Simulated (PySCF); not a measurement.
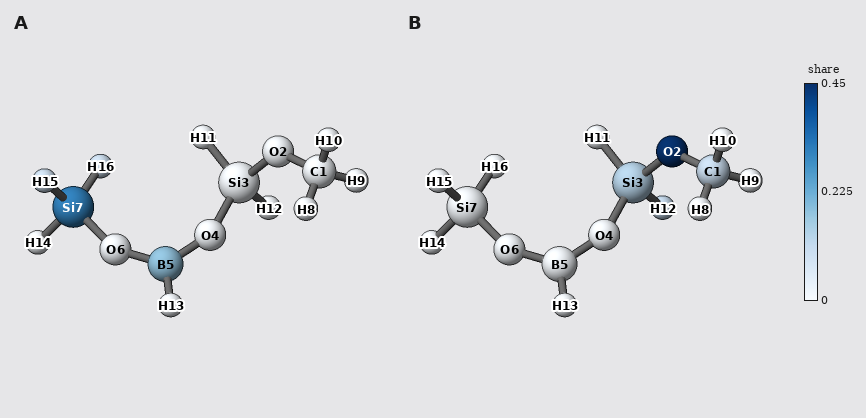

Each panel colours the atoms by their Löwdin share in one orbital (up to four of the largest shares; other atoms are shown as zero). The computed structure is the end point of a GFN2-xTB optimisation. No frequency run is at hand to confirm it as a minimum. Method: B3LYP/def2-SVPD (PySCF 2.14.0).

> The panels show the HOMO, LUMO, in some order. Which is which?

A: LUMO, −0.23 eV; Si7 0.31, B5 0.18, H16 0.09, H15 0.09
B: HOMO, −8.14 eV; O2 0.44, Si3 0.13, H12 0.11, C1 0.10

The geometry is semi-empirical. Around B, Si such bond lengths and angles can be off by a tenth of an ångström or more and by several degrees, and values that hang on the shape move with them.
